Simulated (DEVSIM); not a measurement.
System: Schottky contact on p-type Si, at 300 K.

```csv
layer (left to right),material,thickness (μm),Na (cm⁻³),τn (s),τp (s)
1,Si,0.520,1.6e16,0.00012,0.00012
2,Si,0.590,6.2e17,0.00012,0.00012
```

Left contact: Schottky, work function 4.454 eV, emission velocity 7e6 cm/s. Right contact: ohmic. Voltage is applied to the left contact. Recombination: SRH at mid-gap, radiative, Auger. Gap narrowing is on: ΔEg = 6.92 meV × (l + √(l² + 0.5)), l = ln(N/1.3e17 cm⁻³), shared equally by both band edges. Mobility is μmin + (μ − μmin)/(1 + (N/Nref)^α).

This is a model device: material constants are rounded textbook-type values typed into the input, and sizes, dopings and lifetimes were drawn at random. Values at 300 K.

| parameter | Si |
|---|---|
| gap (eV) | 1.124 |
| affinity (eV) | 4.05 |
| permittivity | 11.7 |
| Nc (cm⁻³) | 2.86e19 |
| Nv (cm⁻³) | 3.1e19 |
| μn (cm²/Vs) | 1417 |
| μp (cm²/Vs) | 470 |
| μn,min | 52 |
| μp,min | 45 |
| Nref,n | 9.7e16 |
| Nref,p | 2.2e17 |
| αn | 0.68 |
| αp | 0.72 |
| B (cm³/s) | 4.7e-15 |
| Cn (cm⁶/s) | 2.8e-31 |
| Cp (cm⁶/s) | 9.9e-32 |

Model (solved in DEVSIM): 1D drift-diffusion, Boltzmann statistics, complete ionisation; no tunnelling, impact ionisation, image-force lowering or self-heating. Metal contacts follow the ideal Schottky-Mott rule: no Fermi-level pinning, no interface dipoles.

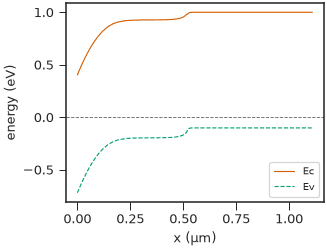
Figure. Band edges at zero bias

Energies count from the Fermi level of the right contact; mesh points crowd at the junctions.

| x (μm) | Ec (eV) | Ev (eV) | n (cm⁻³) | p (cm⁻³) | field (V/cm) |
|---|---|---|---|---|---|
| 0.000 | 0.404 | -0.720 | 4.7e12 | 2.5e7 | 50000 |
| 0.01332 | 0.468 | -0.656 | 4.0e11 | 3.0e8 | 46000 |
| 0.03559 | 0.565 | -0.559 | 9.4e9 | 1.3e10 | 41000 |
| 0.06677 | 0.680 | -0.443 | 1.1e8 | 1.1e12 | 33000 |
| 0.1421 | 0.860 | -0.264 | 100000 | 1.2e15 | 15000 |
| 0.2267 | 0.920 | -0.203 | 9900 | 1.2e16 | 2200 |
| 0.3334 | 0.927 | -0.196 | 7500 | 1.6e16 | 130 |
| 0.4241 | 0.930 | -0.193 | 6900 | 1.7e16 | 710 |
| 0.4650 | 0.936 | -0.187 | 5400 | 2.2e16 | 2700 |
| 0.4942 | 0.950 | -0.173 | 3200 | 3.8e16 | 8100 |
| 0.5117 | 0.972 | -0.152 | 1400 | 8.8e16 | 19000 |
| 0.5292 | 0.997 | -0.105 | 520 | 5.4e17 | 6700 |
| 0.5472 | 1.000 | -0.101 | 450 | 6.2e17 | 220 |
| 0.5774 | 1.000 | -0.101 | 450 | 6.2e17 | ≈ 0 |
| 0.6404 | 1.000 | -0.101 | 450 | 6.2e17 | ≈ 0 |
| 0.7152 | 1.000 | -0.101 | 450 | 6.2e17 | ≈ 0 |
| 0.8382 | 1.000 | -0.101 | 450 | 6.2e17 | ≈ 0 |
| 0.9387 | 1.000 | -0.101 | 450 | 6.2e17 | ≈ 0 |
| 1.028 | 1.000 | -0.101 | 450 | 6.2e17 | ≈ 0 |
| 1.064 | 1.000 | -0.101 | 450 | 6.2e17 | ≈ 0 |
| 1.090 | 1.000 | -0.101 | 450 | 6.2e17 | ≈ 0 |
| 1.110 | 1.000 | -0.101 | 450 | 6.2e17 | ≈ 0 |
